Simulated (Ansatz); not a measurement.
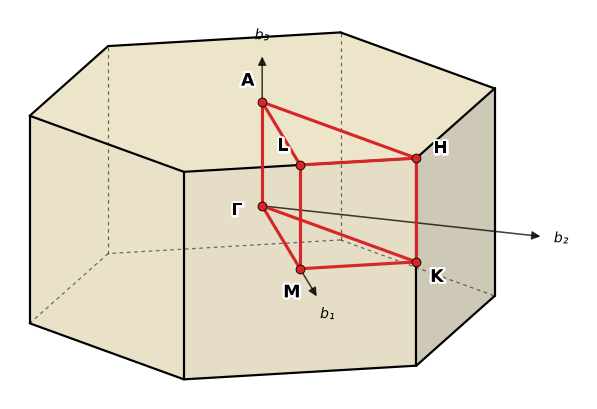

Crystal: Gd, the input geometry of an electronic-structure calculation (not necessarily at equilibrium). The figure shows the first Brillouin zone with its special points and a band path. Geometry calculated from the standardised cell; symmetry tolerance 0.002 Å.

Labels and path follow the convention of Hinuma et al. (2017), as computed by seekpath; the arrows show the directions of the reciprocal primitive vectors b₁, b₂, b₃.

What lattice type do the shape and the labels point to?

Answer. A primitive hexagonal lattice (hP; extended symbol hP2). The zone is a hexagonal prism in its combinatorial type: 8 faces (6 with 4 edges, 2 with 6 edges), 18 edges, 12 vertices.

In which order does the conventional band path visit the special points?

Answer. Γ–M–K–Γ–A–L–H–A | L–M | H–K
